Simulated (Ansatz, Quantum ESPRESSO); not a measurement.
# Al: work function by face, part 5 of 6

Aim: the work function of the low-index faces of Al, their order, and how far the functional matters.

Quantum ESPRESSO 7.5; plane-wave DFT, PBE, PseudoDojo norm-conserving pseudopotentials; geometry and cross-check by Ansatz 0.2.0 with PAW datasets.

So far. Step 11 (Electrostatic potential of (100)): On (100) the work function under LDA lies +0.14 eV from PBE's. Step 12 (Geometry from Ansatz of (110)): The relaxation lowers the energy by 6 meV an atom. Held were the atoms numbered 3, 4 and 5; the forces quoted are those on the free ones.

## (13) Ground state of (110), PBE

Level of this step: plane-wave DFT, PBE, PseudoDojo norm-conserving pseudopotentials (Quantum ESPRESSO 7.5).

110.pbe.in reads:

```
&control
  prefix = '110.pbe'
  outdir = './out'
  pseudo_dir = './pseudo'
  calculation = 'scf'
  tprnfor = .true.
/
&system
  ibrav = 0
  nat = 7
  ntyp = 1
  ecutwfc = 32
  ecutrho = 128
  occupations = 'smearing'
  smearing = 'mv'
  degauss = 0.02
/
&electrons
  conv_thr = 1e-07
  mixing_beta = 0.4
  electron_maxstep = 120
  mixing_mode = 'local-TF'
/
ATOMIC_SPECIES
  Al  26.9815  Al.dojo-sr-pbe-0.4.1-standard.upf
CELL_PARAMETERS angstrom
  4.05000000000000 0.00000000000000 0.00000000000000
  0.00000000000000 2.86378246380000 0.00000000000000
  0.00000000000000 0.00000000000000 24.59134739140000
ATOMIC_POSITIONS crystal
  Al  0.000000000000 0.000000000000 0.327950522925
  Al  0.500000000000 0.500000000000 0.380461051205
  Al  0.000000000000 0.000000000000 0.441772558900
  Al  0.500000000000 0.500000000000 0.500000000000
  Al  0.000000000000 0.000000000000 0.558227441100
  Al  0.500000000000 0.500000000000 0.619538947703
  Al  0.000000000000 0.000000000000 0.672049478276
K_POINTS automatic
  8 10 1 0 0 0
```

Run with:

```bash
$ OMP_NUM_THREADS=1 mpirun -n 2 pw.x -nk 2 -in 110.pbe.in > 110.pbe.out
```

What it wrote:

```text
[banner, memory and clock lines left out]
Program PWSCF v.7.5 starts

          URL

     Message from routine setup:
     using ibrav=0 with symmetry is DISCOURAGED, use correct ibrav instead

     G-vector sticks info

     bravais-lattice index     =            0
     lattice parameter (alat)  =       7.6534  a.u.
     unit-cell volume          =    1924.7484 (a.u.)^3
     number of atoms/cell      =            7
     number of atomic types    =            1
     number of electrons       =        21.00
     number of Kohn-Sham states=           15
     kinetic-energy cutoff     =      32.0000  Ry
     charge density cutoff     =     128.0000  Ry
     scf convergence threshold =      1.0E-07
     mixing beta               =       0.4000
     number of iterations used =            8  local-TF  mixing
     Exchange-correlation= PBE
                           (   1   4   3   4   0   0   0)

     celldm(1)=   7.653391  celldm(2)=   0.000000  celldm(3)=   0.000000
     celldm(4)=   0.000000  celldm(5)=   0.000000  celldm(6)=   0.000000

     crystal axes: (cart. coord. in units of alat)
               a(1) = (   1.000000   0.000000   0.000000 )
               a(2) = (   0.000000   0.707107   0.000000 )
               a(3) = (   0.000000   0.000000   6.071938 )

     reciprocal axes: (cart. coord. in units 2 pi/alat)
               b(1) = (  1.000000  0.000000  0.000000 )
               b(2) = (  0.000000  1.414214  0.000000 )
               b(3) = (  0.000000  0.000000  0.164692 )

     PseudoPot. # 1 for Al read from file:
     ./pseudo/Al.dojo-sr-pbe-0.4.1-standard.upf
     Pseudo is Norm-conserving + core correction, Zval =  3.0
     Generated using ONCVPSP code by D. R. Hamann
     Using radial grid of 1876 points,  6 beta functions with:
                l(1) =   0
                l(2) =   0
                l(3) =   1
                l(4) =   1
                l(5) =   2
                l(6) =   2

     atomic species   valence    mass     pseudopotential
     Al                3.00    26.98150     Al( 1.00)

      8 Sym. Ops., with inversion, found

   Cartesian axes

     site n.     atom                  positions (alat units)
         1        Al     tau(   1) = (   0.0000000   0.0000000   1.9912951  )
         2        Al     tau(   2) = (   0.5000000   0.3535534   2.3101358  )
         3        Al     tau(   3) = (   0.0000000   0.0000000   2.6824154  )
         4        Al     tau(   4) = (   0.5000000   0.3535534   3.0359688  )
         5        Al     tau(   5) = (   0.0000000   0.0000000   3.3895222  )
         6        Al     tau(   6) = (   0.5000000   0.3535534   3.7618018  )
         7        Al     tau(   7) = (   0.0000000   0.0000000   4.0806425  )

     number of k points=    30  Marzari-Vanderbilt smearing, width (Ry)=  0.0200
                       cart. coord. in units 2pi/alat
        k(    1) = (   0.0000000   0.0000000   0.0000000), wk =   0.0250000
        k(    2) = (   0.0000000   0.1414214   0.0000000), wk =   0.0500000
        k(    3) = (   0.0000000   0.2828427   0.0000000), wk =   0.0500000
        k(    4) = (   0.0000000   0.4242641   0.0000000), wk =   0.0500000
        k(    5) = (   0.0000000   0.5656854   0.0000000), wk =   0.0500000
        k(    6) = (   0.0000000  -0.7071068   0.0000000), wk =   0.0250000
        k(    7) = (   0.1250000   0.0000000   0.0000000), wk =   0.0500000
        k(    8) = (   0.1250000   0.1414214   0.0000000), wk =   0.1000000
        k(    9) = (   0.1250000   0.2828427   0.0000000), wk =   0.1000000
        k(   10) = (   0.1250000   0.4242641   0.0000000), wk =   0.1000000
        k(   11) = (   0.1250000   0.5656854   0.0000000), wk =   0.1000000
        k(   12) = (   0.1250000  -0.7071068   0.0000000), wk =   0.0500000
        k(   13) = (   0.2500000   0.0000000   0.0000000), wk =   0.0500000
        k(   14) = (   0.2500000   0.1414214   0.0000000), wk =   0.1000000
        k(   15) = (   0.2500000   0.2828427   0.0000000), wk =   0.1000000
        k(   16) = (   0.2500000   0.4242641   0.0000000), wk =   0.1000000
        k(   17) = (   0.2500000   0.5656854   0.0000000), wk =   0.1000000
        k(   18) = (   0.2500000  -0.7071068   0.0000000), wk =   0.0500000
        k(   19) = (   0.3750000   0.0000000   0.0000000), wk =   0.0500000
        k(   20) = (   0.3750000   0.1414214   0.0000000), wk =   0.1000000
        k(   21) = (   0.3750000   0.2828427   0.0000000), wk =   0.1000000
        k(   22) = (   0.3750000   0.4242641   0.0000000), wk =   0.1000000
        k(   23) = (   0.3750000   0.5656854   0.0000000), wk =   0.1000000
        k(   24) = (   0.3750000  -0.7071068   0.0000000), wk =   0.0500000
        k(   25) = (  -0.5000000   0.0000000   0.0000000), wk =   0.0250000
        k(   26) = (  -0.5000000   0.1414214   0.0000000), wk =   0.0500000
        k(   27) = (  -0.5000000   0.2828427   0.0000000), wk =   0.0500000
        k(   28) = (  -0.5000000   0.4242641   0.0000000), wk =   0.0500000
        k(   29) = (  -0.5000000   0.5656854   0.0000000), wk =   0.0500000
        k(   30) = (  -0.5000000  -0.7071068   0.0000000), wk =   0.0250000

     Dense  grid:    47039 G-vectors     FFT dimensions: (  27,  20, 180)

     Initial potential from superposition of free atoms

     starting charge      20.9829, renormalised to      21.0000

     negative rho (up, down):  4.026E-05 0.000E+00
     Starting wfcs are   28 randomized atomic wfcs

     per-process dynamical memory:    56.5 Mb

     Self-consistent Calculation

     iteration #  1     ecut=    32.00 Ry     beta= 0.40
     Davidson diagonalization with overlap
     ethr =  1.00E-02,  avg # of iterations =  3.3

     total energy              =     -32.35795609 Ry
     estimated scf accuracy    <       0.51497515 Ry

     iteration #  2     ecut=    32.00 Ry     beta= 0.40
     Davidson diagonalization with overlap
     ethr =  2.45E-03,  avg # of iterations =  1.5

     total energy              =     -32.29881605 Ry
     estimated scf accuracy    <       0.32689495 Ry

     iteration #  3     ecut=    32.00 Ry     beta= 0.40
     Davidson diagonalization with overlap
     ethr =  1.56E-03,  avg # of iterations =  1.9

     total energy              =     -32.33489664 Ry
     estimated scf accuracy    <       0.02485679 Ry

     iteration #  4     ecut=    32.00 Ry     beta= 0.40
     Davidson diagonalization with overlap
     ethr =  1.18E-04,  avg # of iterations =  5.2

     total energy              =     -32.33907123 Ry
     estimated scf accuracy    <       0.02060992 Ry

     iteration #  5     ecut=    32.00 Ry     beta= 0.40
[...]
iteration # 13     ecut=    32.00 Ry     beta= 0.40
     Davidson diagonalization with overlap
     ethr =  5.98E-09,  avg # of iterations =  4.5

     negative rho (up, down):  7.918E-07 0.000E+00

     total energy              =     -32.33595585 Ry
     estimated scf accuracy    <       0.00000132 Ry

     iteration # 14     ecut=    32.00 Ry     beta= 0.40
     Davidson diagonalization with overlap
     ethr =  5.98E-09,  avg # of iterations =  1.8

     End of self-consistent calculation

          k = 0.0000 0.0000 0.0000 (  5851 PWs)   bands (ev):

    -9.8911  -8.9867  -7.5437  -5.4456  -3.2297  -1.7339  -1.0062  -0.9112
    -0.3735   0.4143   0.5670   1.1162   2.2564   2.4943   3.3957

          k = 0.0000 0.1414 0.0000 (  5869 PWs)   bands (ev):

    -9.7110  -8.8075  -7.3659  -5.2696  -3.0573  -1.5683  -0.8421  -0.7455
    -0.2016   0.5797   0.7358   1.2652   2.4026   2.6602   3.5156

          k = 0.0000 0.2828 0.0000 (  5890 PWs)   bands (ev):

    -9.1721  -8.2714  -6.8341  -4.7437  -2.5445  -1.0707  -0.3790  -0.2488
     0.2566   1.0754   1.1201   1.1918   2.0344   2.2790   2.6865

          k = 0.0000 0.4243 0.0000 (  5878 PWs)   bands (ev):

    -8.2784  -7.3827  -5.9537  -3.8760  -1.7301  -1.3401  -0.6221  -0.2408
     0.5800   0.7592   1.0106   1.2519   1.9021   2.1709   2.7139

          k = 0.0000 0.5657 0.0000 (  5856 PWs)   bands (ev):

    -7.0369  -6.1497  -4.7382  -3.5487  -2.8339  -2.5271  -1.4323  -0.2276
     0.8190   0.9220   1.7399   1.8773   2.4221   2.9778   3.0568

          k = 0.0000-0.7071 0.0000 (  5862 PWs)   bands (ev):

    -5.5033  -5.4097  -4.6822  -4.4776  -3.3936  -2.9558  -1.4889  -0.6360
     0.9198   1.4143   2.3691   2.4697   2.9806   3.1307   3.3433

          k = 0.1250 0.0000 0.0000 (  5868 PWs)   bands (ev):

    -9.7506  -8.8475  -7.4070  -5.3152  -3.2530  -3.0410  -2.3167  -0.9270
    -0.9023   1.2450   1.3182   1.3665   2.2028   3.5014   3.5810

          k = 0.1250 0.1414 0.0000 (  5866 PWs)   bands (ev):

    -9.5707  -8.6685  -7.2294  -5.1393  -3.0814  -2.8692  -2.1467  -0.7591
    -0.7380   1.4111   1.4824   1.5086   2.3641   3.6603   3.6869

          k = 0.1250 0.2828 0.0000 (  5877 PWs)   bands (ev):

    -9.0323  -8.1329  -6.6981  -4.6138  -2.5688  -2.3581  -1.6399  -0.2689
    -0.2588   1.1500   1.8947   1.9927   2.2447   2.3034   2.9693

          k = 0.1250 0.4243 0.0000 (  5875 PWs)   bands (ev):

    -8.1395  -7.2451  -5.8186  -3.7469  -1.7347  -1.5736  -1.1359  -0.8759
    -0.3676   0.5422   0.8490   1.2147   2.6287   2.8541   3.0320

          k = 0.1250 0.5657 0.0000 (  5875 PWs)   bands (ev):

    -6.8992  -6.0133  -4.6044  -3.4154  -2.7013  -2.4033  -1.3147  -0.4639
    -0.0786   0.4165   0.9456   1.7588   1.9534   2.8676   3.1224

          k = 0.1250-0.7071 0.0000 (  5888 PWs)   bands (ev):

    -5.3669  -5.2736  -4.5470  -4.3435  -3.2608  -2.8267  -1.3689  -0.5030
     0.9588   1.0875   1.0905   1.5794   1.7777   2.0629   2.9800

          k = 0.2500 0.0000 0.0000 (  5860 PWs)   bands (ev):

    -9.3300  -8.4314  -6.9999  -4.9476  -4.9140  -3.9846  -2.9128  -2.4008
    -0.9606   0.0372   1.3133   2.4563   3.7707   3.7778   4.4433

          k = 0.2500 0.1414 0.0000 (  5859 PWs)   bands (ev):

    -9.1506  -8.2529  -6.8228  -4.7722  -4.7401  -3.8115  -2.7386  -2.2325
    -0.7942   0.2026   1.4682   2.6063   3.8999   3.9003   4.5748

          k = 0.2500 0.2828 0.0000 (  5879 PWs)   bands (ev):

    -8.6138  -7.7188  -6.2931  -4.2481  -4.2199  -3.2944  -2.2215  -1.7287
    -0.3064   0.6808   1.5159   2.1835   2.6826   3.1205   4.1527

          k = 0.2500 0.4243 0.0000 (  5888 PWs)   bands (ev):

    -7.7236  -6.8336  -5.4162  -3.3830  -3.3591  -2.4442  -1.3959  -0.9413
    -0.7349  -0.0955   0.7572   1.5650   1.5842   2.8803   3.4229

          k = 0.2500 0.5657 0.0000 (  5918 PWs)   bands (ev):

    -6.4867  -5.6055  -4.2058  -3.0258  -2.3047  -2.1276  -2.0829  -1.1767
    -0.9813   0.1508   0.3200   1.2578   1.2935   1.7349   2.1387

          k = 0.2500-0.7071 0.0000 (  5932 PWs)   bands (ev):

    -4.9583  -4.8665  -4.1420  -3.9440  -2.8632  -2.4475  -1.0299  -0.6662
    -0.5461  -0.1571   0.1799   0.4563   1.2548   1.4983   1.7352

          k = 0.3750 0.0000 0.0000 (  5858 PWs)   bands (ev):

    -8.6326  -7.7443  -6.4726  -6.2652  -5.5427  -4.2236  -4.1005  -2.0882
    -2.0399   0.2305   0.3540   2.6398   2.9224   4.7138   5.2429

          k = 0.3750 0.1414 0.0000 (  5859 PWs)   bands (ev):

    -8.4541  -7.5667  -6.2966  -6.0891  -5.3678  -4.0481  -3.9263  -1.9184
    -1.8704   0.3933   0.5203   2.7810   3.0806   4.8159   5.0816

          k = 0.3750 0.2828 0.0000 (  5888 PWs)   bands (ev):

    -7.9198  -7.0353  -5.7701  -5.5625  -4.8447  -3.5245  -3.4064  -1.4132
    -1.3641   0.8575   1.0038   2.3141   3.2287   3.3636   3.6382

          k = 0.3750 0.4243 0.0000 (  5908 PWs)   bands (ev):

    -7.0338  -6.1543  -4.8971  -4.6909  -3.9782  -2.6635  -2.5504  -0.6053
    -0.5434  -0.1234   0.6520   1.7370   1.8820   2.0775   2.2225

          k = 0.3750 0.5657 0.0000 (  5926 PWs)   bands (ev):

    -5.8027  -4.9322  -3.6872  -3.4918  -2.7864  -2.3210  -1.6475  -1.4096
    -1.3037  -0.3113  -0.0719   0.4613   0.8647   0.8717   2.0167

          k = 0.3750-0.7071 0.0000 (  5938 PWs)   bands (ev):

    -4.2799  -4.1951  -3.4692  -3.2944  -2.2383  -2.0841  -2.0668  -1.7752
    -1.3402  -1.1323  -0.2787  -0.0958   0.5787   0.6114   1.9644

          k =-0.5000 0.0000 0.0000 (  5862 PWs)   bands (ev):

    -7.7314  -7.5870  -6.9376  -6.5994  -5.6051  -5.0652  -3.6122  -2.8920
    -1.6599  -0.2983   0.5546   2.3371   2.9898   4.6126   5.2781

          k =-0.5000 0.1414 0.0000 (  5868 PWs)   bands (ev):

    -7.5540  -7.4096  -6.7612  -6.4229  -5.4304  -4.8894  -3.4349  -2.7237
    -1.4908  -0.1304   0.7161   2.4974   3.1325   4.7099   5.3417

          k =-0.5000 0.2828 0.0000 (  5868 PWs)   bands (ev):

    -7.0233  -6.8789  -6.2333  -5.8950  -4.9075  -4.3646  -2.9065  -2.2201
    -0.9869   0.3656   1.1819   2.9096   3.0521   3.3404   3.7484

          k =-0.5000 0.4243 0.0000 (  5906 PWs)   bands (ev):

    -6.1428  -5.9989  -5.3578  -5.0210  -4.0408  -3.5000  -2.0399  -1.3906
    -0.1716   0.7168   0.7637   1.2715   1.3139   1.8402   2.2694

          k =-0.5000 0.5657 0.0000 (  5938 PWs)   bands (ev):

    -4.9188  -4.7778  -4.1412  -3.8139  -2.8390  -2.3295  -1.4701  -1.3130
    -0.8874  -0.7181  -0.5934   0.1016   0.3207   1.1883   1.3481

          k =-0.5000-0.7071 0.0000 (  5936 PWs)   bands (ev):

    -3.4252  -3.3788  -3.2895  -3.0419  -2.6430  -2.5420  -2.5228  -1.9785
    -1.3466  -1.2917  -1.2533  -0.1160   0.1436   1.2329   1.3888

     the Fermi energy is     0.8758 ev

!    total energy              =     -32.33595613 Ry
     estimated scf accuracy    <       0.00000004 Ry
     smearing contrib. (-TS)   =      -0.00042270 Ry
     internal energy E=F+TS    =     -32.33553342 Ry

     The total energy is F=E-TS. E is the sum of the following terms:
     one-electron contribution =    -339.87000414 Ry
     hartree contribution      =     174.77022303 Ry
     xc contribution           =     -14.84558568 Ry
     ewald contribution        =     147.60983336 Ry

     convergence has been achieved in  14 iterations

     Forces acting on atoms (cartesian axes, Ry/au):

     atom    1 type  1   force =     0.00000000    0.00000000    0.00166956
     atom    2 type  1   force =     0.00000000    0.00000000   -0.00038264
     atom    3 type  1   force =     0.00000000    0.00000000   -0.00473272
     atom    4 type  1   force =     0.00000000    0.00000000    0.00000000
     atom    5 type  1   force =     0.00000000    0.00000000    0.00473272
     atom    6 type  1   force =     0.00000000    0.00000000    0.00038264
     atom    7 type  1   force =     0.00000000    0.00000000   -0.00166956

     Total force =     0.007118     Total SCF correction =     0.000151

     XML data file, charge density, pseudopotentials, collected wavefunctions

                                        0.00s GPU  (     902 calls)
```

Run time: 26 s. Hardware: 2 MPI ranks of Intel Xeon Platinum 8375C at 2.90GHz (Ice Lake), shared host; peak memory 0.23 GiB; 52 s of CPU time.

Numbers from this step:

```
free energy  : -439.9531 eV
Fermi energy : 0.8758 eV
```

## (14) Electrostatic potential of (110)

110.pbe.pot.in reads:

```
&inputpp
  prefix = '110.pbe'
  outdir = './out'
  filplot = '110.pbe.pot.dat'
  plot_num = 11
/
```

Run with:

```bash
$ OMP_NUM_THREADS=1 mpirun -n 2 pp.x -in 110.pbe.pot.in > 110.pbe.pot.out
```

What it wrote:

```text
[banner, memory and clock lines left out]
Program POST-PROC v.7.5 starts

          URL

     ./out/110.pbe.save/

     IMPORTANT: XC functional enforced from input :
     Exchange-correlation= PBE
                           (   1   4   3   4   0   0   0)
     Any further DFT definition will be discarded
     Please, verify this is what you really want

     Calling punch_plot, plot_num =  11
     Writing data to file  110.pbe.pot.dat
     Message from routine chdens:
     namelist plot not found or invalid, exiting
```

It took 1.1 s on 2 MPI ranks; peak memory 0.1 GiB.

Numbers from this step:

```
work function of the upper face                                       : 4.030 eV
slope of the potential above                                          : 1.97e-4 eV/Å
upper vacuum line continued to the top atoms, over the Fermi level    : 4.029 eV
work function of the lower face                                       : 4.030 eV
slope of the potential below                                          : -1.17e-4 eV/Å
lower vacuum line continued to the bottom atoms, over the Fermi level : 4.030 eV
```

The potential energy, planar mean oscillates, so the rows of the table below give means over windows of 1.37 Å about each position, cut where the curve ends. Its maxima inside the range that stand out by 2 % of the span (Å: eV): 8.7: -6.25, 10.1: -4.14, 11.6: -4.88, 13.0: -4.88, 14.5: -4.14, 15.8: -6.25. Its minima: 8.2: -8.54, 9.3: -8.80, 10.9: -8.56, 12.3: -8.75, 13.7: -8.56, 15.3: -8.80, 16.4: -8.54.

Electrostatic potential energy of an electron; zero at the Fermi level. Potential energy, planar mean against z; means over each step:

| z (Å) | potential energy, planar mean (eV) |
| --- | --- |
| 0.69 | 4.03 |
| 2.06 | 4.03 |
| 3.43 | 4.03 |
| 4.79 | 4.01 |
| 6.17 | 3.55 |
| 7.54 | -3.26 |
| 8.91 | -7.67 |
| 10.28 | -6.32 |
| 11.65 | -6.85 |
| 13.02 | -6.85 |
| 14.39 | -6.29 |
| 15.76 | -7.70 |
| 17.12 | -2.71 |
| 18.50 | 3.62 |
| 19.86 | 4.02 |
| 21.23 | 4.03 |
| 22.61 | 4.03 |
| 23.98 | 4.03 |

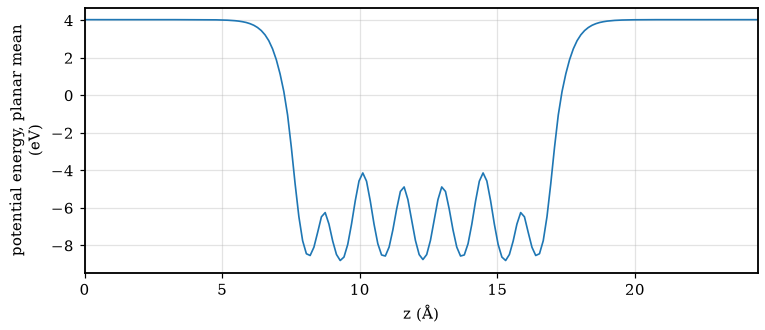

Potential energy, planar mean, plotted against z.

(Continued in part 6 of 6.)

[Logs are printed without paths, hosts, clocks, repeated set-up lines and the standing remarks that a program may print on its own settings, such as how far it seeks lower states.]

[Hosts, paths, dates, database ids (printed as entryN), source tags and the programs' standing remarks are cut or masked in the printed files.]

[Maps of the electrostatic potential energy from Ansatz leave out the sawtooth potential of an applied field or a dipole correction, so their vacuum need not be flat; planar profiles and work functions include it.]
